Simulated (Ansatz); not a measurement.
The calculation's input:

```
crystal:
  lattice:
    - [-1.9017689209, 1.9017689209, 5.3406445392]
    - [1.9017689209, -1.9017689209, 5.3406445392]
    - [1.9017689209, 1.9017689209, -5.3406445392]
  atoms:
    - { symbol: Hf, position: [0.0, 0.0, 0.0] }
    - { symbol: Pb, position: [0.6559276784, 0.6559276784, 0.0] }
    - { symbol: Pb, position: [0.3440723216, 0.3440723216, 0.0] }
basis:
  ecutwfc: 420
kpoints:
  mp_grid: { grid: [18, 18, 18] }
hamiltonian:
  xc: pbe
scf:
  occupations: { method: gaussian, width: 0.1 }
output:
  forces: true
  stress: true
  eigenvalues: true
  write_density: true
  write_potential: true
  elf: true
  volumetric_format: npy
relax:
  adjacent_minimum: "off"
  f_tol: 0.01
  max_steps: 80
  cell: { stress_tol: 0.05 }
```

Launched as:

```sh
ansatz run input.yaml --threads 1 --pin off --max-ram 2560MiB --backend cpu --events-out ev --progress --plain --runs-dir out
```

Below, planes, directions and counts refer to the conventional cell (a = 3.85 Å, b = 3.85 Å, c = 10.43 Å, α = 90.00°, β = 90.00°, γ = 90.00°).

The fields are those of the run's last geometry, not of the input's.

Space group I4/mmm; started from the MoSi2 (C11b)_139 prototype, which need not be the ambient phase.

Theory: DFT PBE, scalar-relativistic, plane waves, PAW in Ansatz.

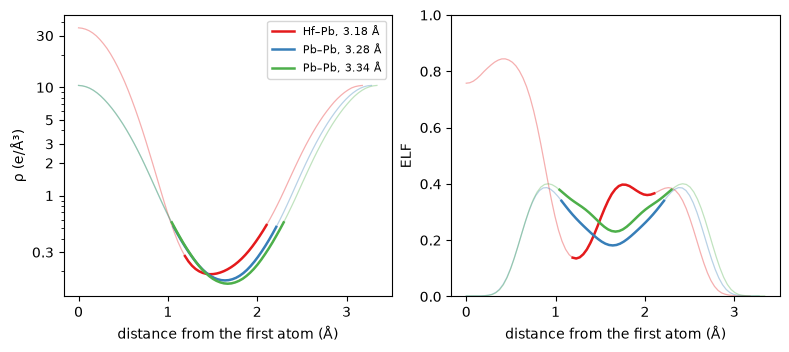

HfPb$_{2}$. Valence pseudo-density and ELF along straight lines between neighbouring atoms. Thin, pale parts lie inside the atomic spheres.

Core electrons are frozen (PAW), and the valence fields are smoothed inside the atomic spheres.

Question: What can be read from the curves?

Answer: Hf–Pb (3.18 Å): the density is about 0.19 e/Å³ at the midpoint; the ELF is about 0.35 at the midpoint.
Pb–Pb (3.28 Å): the density is about 0.16 e/Å³ at the midpoint; the ELF is about 0.20 at the midpoint: no localised pair shows between them.
Pb–Pb (3.34 Å): ρ at the midpoint is about 0.15 e/Å³; the ELF is about 0.25 at the midpoint: no localised pair shows between them.
